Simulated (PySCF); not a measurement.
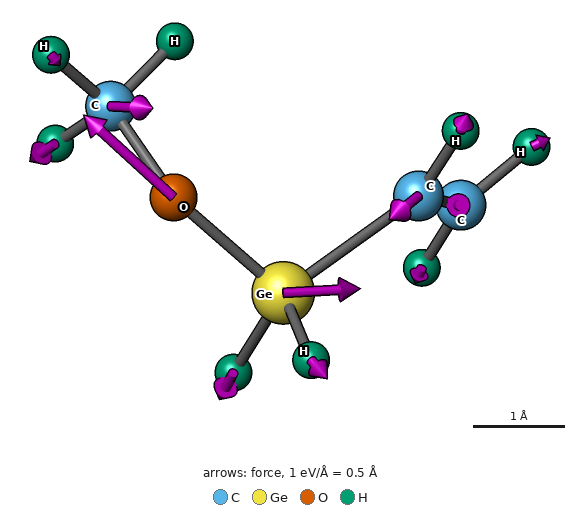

Starting geometry of C$_{3}$H$_{8}$GeO with the computed forces as purple arrows. The picture is a ball-and-stick view, seen at a tilt.

The start comes from GFN2-xTB. Its atoms were then displaced at random by about 0.01 Å.

These are results of PySCF 2.14.0, density-fitted response routines, PBE0-D3(BJ)/def2-SVP geometry optimisation, gas phase, not measurements. 

> What follows when this structure is relaxed?

It isn't relaxed: the largest force vector, on the O atom, is 2.75 eV/Å. The final displacements have little in common with the starting forces (cosine between the two patterns 0.20). The largest move after the best rigid fit is that of an H atom, 0.24 Å. Largest moves by element: H 0.24 Å, O 0.12 Å, C 0.11 Å, Ge 0.07 Å. Among the contacts that change: Ge–O 1.716 → 1.786 Å, Ge–H 1.491 → 1.547 Å, C–Ge 1.970 → 1.937 Å, C–H 1.077 → 1.108 Å. Among the angles between lasting bonds that change: Ge–O–C 126.6° → 120.0°, O–Ge–H 98.3° → 103.5°, O–C–H 110.7° → 112.9°. After 7 geometry steps the energy has fallen by 19.9 kJ/mol. The run took 81 s on 1 thread of Arm Neoverse N1, with other jobs on the host.
